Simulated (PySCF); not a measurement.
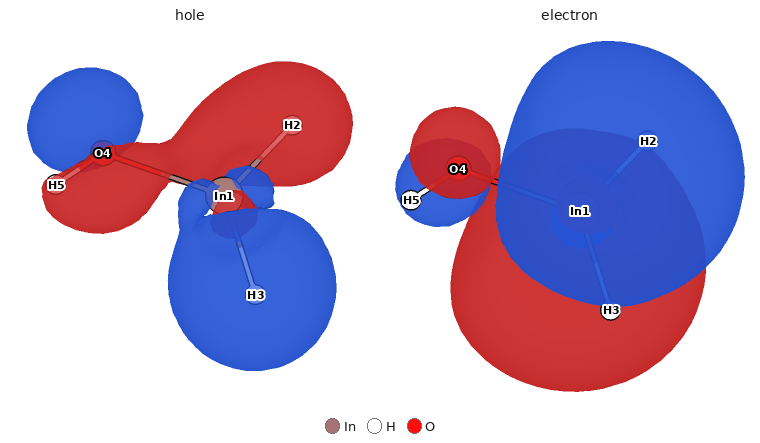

Figure. InH2(OH) (H3InO). Leading natural transition orbital pair of S₁ (TDA singlet states); the surfaces enclose about 85 % of each orbital's density.

PySCF calculation, PBE0/def2-TZVP, gas phase; geometry: GFN2-xTB. Core potentials replace the inner electrons of In; spin–orbit coupling isn't included. No frequency check shows the geometry to be a minimum. GFN2-xTB bond lengths at metals and heavier atoms can be off by up to 0.1 Å and shapes distorted, which carries into these values. Without diffuse functions Rydberg states are missing, so the states' numbers hold for this basis only.

Coordinates in Å:

```
In1     -0.2724    0.0032    0.0000
H2      -1.0027   -1.5158    0.0000
H3      -1.0823    1.5026    0.0000
O4       1.6509   -0.1006    0.0000
H5       2.2250    0.6636    0.0000
```

> Give its energy and the atoms that hole and electron lie on.

5.29 eV (234 nm), f = 0.001 (very weak), partly diffuse acceptor orbital, which a basis without diffuse functions describes poorly; the leading pair carries 100 %; hole on O4 (28 %), H3 (28 %) and In1 (28 %), electron on In1 (82 %), O4 (7 %) and H2 and H3 (5 % each) (atom shares of so diffuse an orbital are rough); their centroids lie 0.4 Å apart. In canonical orbitals it is mainly HOMO → LUMO (100 %). The HOMO–LUMO gap is 6.71 eV.

Cost of the run: 63 s on 1 thread of Arm Neoverse V2, with other jobs on the host, peak memory 0.49 GiB.
